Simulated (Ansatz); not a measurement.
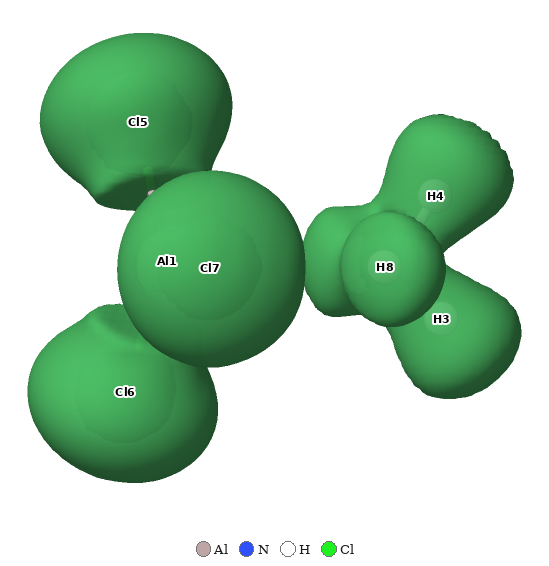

*AlCl3···NH3. Isosurface of the ELF at 0.75 (green), seen across its widest extent. Only the valence region is drawn (cores and ρ < 0.01 e/Å³ removed).*

Not at a stationary point (largest force 1.7 eV/Å).

The calculation used RKS PBE0-D4/def2-SVP (Ansatz).

Input file:

```
crystal:
  periodic: [false, false, false]
  atoms:
    - { symbol: Al, position_ang: [0.0, 0.0, 0.0] }
    - { symbol: "N", position_ang: [0.0, 0.0, 2.27] }
    - { symbol: H, position_ang: [-0.877, -0.2713, 2.8] }
    - { symbol: H, position_ang: [0.877, 0.2713, 2.8] }
    - { symbol: Cl, position_ang: [1.9312, 0.0, -1.115] }
    - { symbol: Cl, position_ang: [-1.9312, 0.0, -1.115] }
    - { symbol: Cl, position_ang: [-0.7361, 2.2853, 0.7978] }
    - { symbol: H, position_ang: [-0.3958, 1.2286, 2.0062] }
basis:
  gaussian: { orbitals: def2-SVP }
hamiltonian:
  xc: pbe0
  dispersion: d4
relax:
  f_tol: 0.15
  max_steps: 25
  restrain:
    - { distance: [0, 6], at: 2.23, k: 30.0 }
    - { distance: [7, 1], at: 1.06, k: 30.0 }
    - { distance: [0, 1], at: 3.12, k: 30.0 }
    - { distance: [7, 6], at: 2.57, k: 30.0 }
output:
  orbitals: {}
```

Command:

```sh
ansatz run input.yaml --threads 2 --pin off --max-ram 3072MiB --backend cpu --events-out ev --progress --plain --runs-dir out
```

The fields are those of the run's last geometry, not of the input's.

Q: Identify the bonds, lone pairs and shells in this picture.

A: At this value the surface marks out three regions on Cl in which the atom's valence shell and bonds are merged and one joined region spread over several atoms (H, N), in which their bonds and any lone pairs are merged. Along the contacts the grid gives the following. Al1···N2 (3.09 Å): the ELF is about 0.20 at the midpoint. Al–Cl (2.08 Å): the ELF peaks at about 0.90 in the valence shell of Cl, 0.9 Å from its nucleus, and is about 0.80 at the midpoint.
